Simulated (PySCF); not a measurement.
Input

```
{"job": {"xc": "KT2", "basis": "pcSseg-1", "solvent": "water", "kind": "nmr", "pop": true}, "charge": 0, "multiplicity": 1}
N     -1.922590     2.838163     0.286912
C     -1.614132     1.742789     0.146592
C     -1.208109     0.408346    -0.022877
C     -2.063296    -0.636642    -0.235863
S     -1.269898    -2.159595    -0.407752
C      0.256948    -1.386171    -0.189137
S      1.883352    -1.947768    -0.161370
C      2.427566    -0.322676     0.116392
C      1.427501     0.587253     0.182787
C      0.156566    -0.016043     0.006967
H     -3.132941    -0.593549    -0.302028
H      3.481385    -0.152579     0.213433
H      1.573261     1.638959     0.348215
```

Run with:

```sh
OMP_NUM_THREADS=1 python ens_run.py task.json out
```

Geometry: GFN2-xTB.

Theory: PySCF 2.14.0, KT2/pcSseg-1, SCF density, in a water solvent model, non-relativistic.

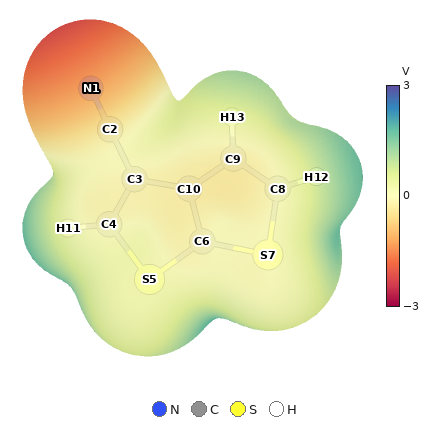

C7H3NS2 (SMILES N#Cc1csc2sccc12). The electrostatic potential painted on the density surface at 0.002 e/bohr³, seen at a tilt; the colour scale runs from red (negative) to blue (positive).

Question: Where is the surface potential most negative and most positive?

Answer: The most negative region (about −2.1 V, or −48 kcal/mol for a unit charge) lies over N1, the most positive (about +1.9 V, or +44 kcal/mol for a unit charge) over C4, S5 and S7. N1 is the likeliest acceptor of a hydrogen bond.

Question: What dipole moment does the calculation give?

Answer: Its dipole moment is 5.00 D.
